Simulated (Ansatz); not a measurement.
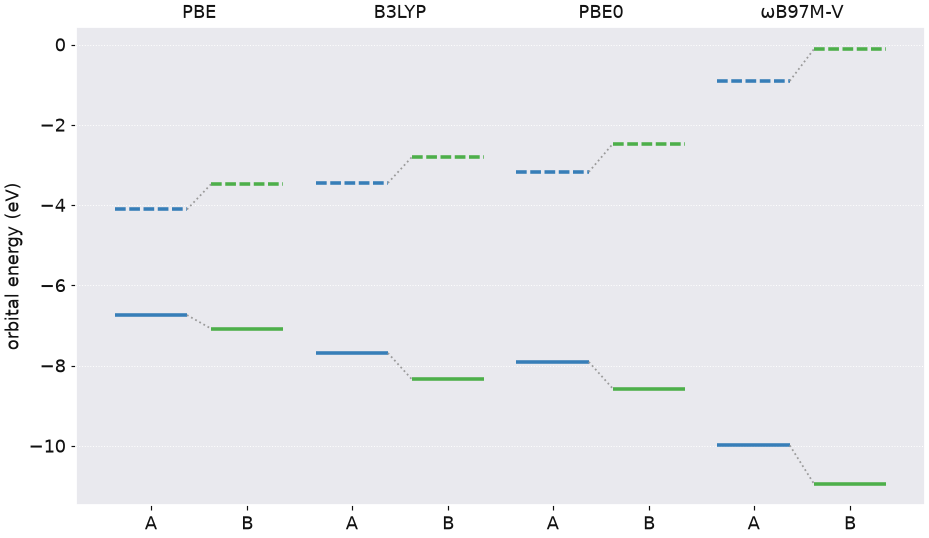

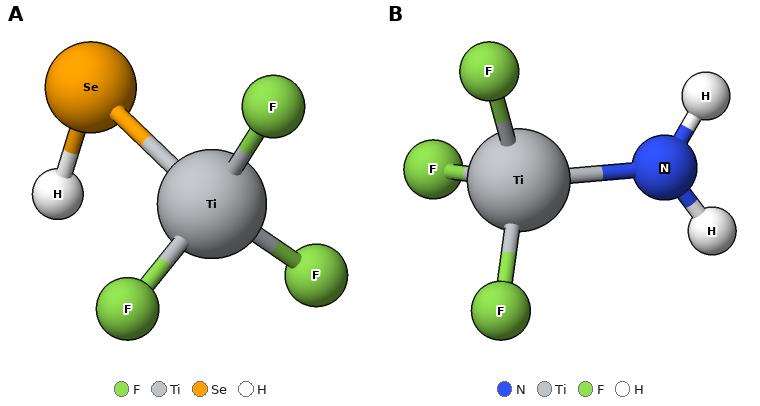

One change: A, TiHSeF₃ (SMILES [F][Ti]([F])([F])[SeH]), becomes B, TiNH₂F₃ (SMILES [NH2][Ti]([F])([F])[F]). SeH on Ti is replaced by NH₂. HOMO (solid) and LUMO (dashed) computed in def2-TZVPP at PBE0-D4/def2-TZVP geometries, both minima by their frequencies, gas phase, the Ansatz code 0.2.0.

What does the change do to HOMO and LUMO?

Answer. PBE: the HOMO falls by 0.34 eV, the LUMO rises by 0.63 eV, and the separation goes from 2.63 to 3.60 eV. B3LYP: the HOMO falls by 0.66 eV, the LUMO rises by 0.65 eV, and the separation goes from 4.24 to 5.55 eV. PBE0: the HOMO falls by 0.67 eV, the LUMO rises by 0.70 eV, and the separation goes from 4.73 to 6.11 eV. ωB97M-V: the HOMO falls by 0.95 eV, the LUMO rises by 0.79 eV, and the separation goes from 9.08 to 10.83 eV.

Do the functionals agree on the effect?

Answer. They agree on the direction for both levels; the HOMO shift lies between −0.95 and −0.34 eV and the LUMO shift between 0.63 and 0.79 eV, while the separations themselves differ by up to 7.2 eV between functionals.
